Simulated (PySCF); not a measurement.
```xyz
2

Ti    0.0000    0.0000   -0.8943
Si    0.0000    0.0000    1.5327
```

Theory: PBE0/def2-TZVPPD, non-relativistic Hamiltonian with scalar-relativistic core potentials where named, at a bond length of 2.427 Å (PySCF 2.14.0).

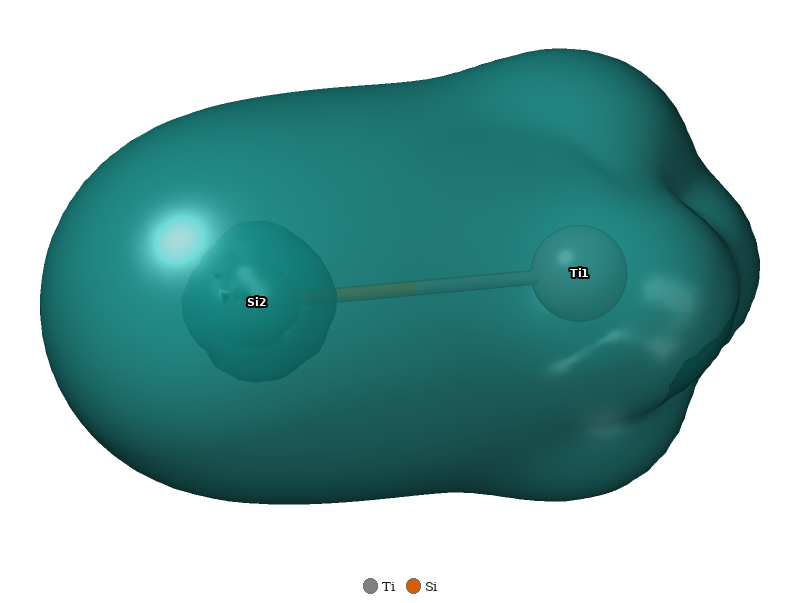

TiSi (charge +1, sextet). Isosurfaces of the spin density (α minus β) at +0.05 (teal) and −0.05 e/Å³ (pink), seen from one side.

Where is the unpaired spin?

Answer. The unpaired spin (5 electrons) lies mostly on Ti1 (about 3.1) and Si2 (about 1.9), in electrons by Hirshfeld's partition. Only one sign reaches the isovalue.
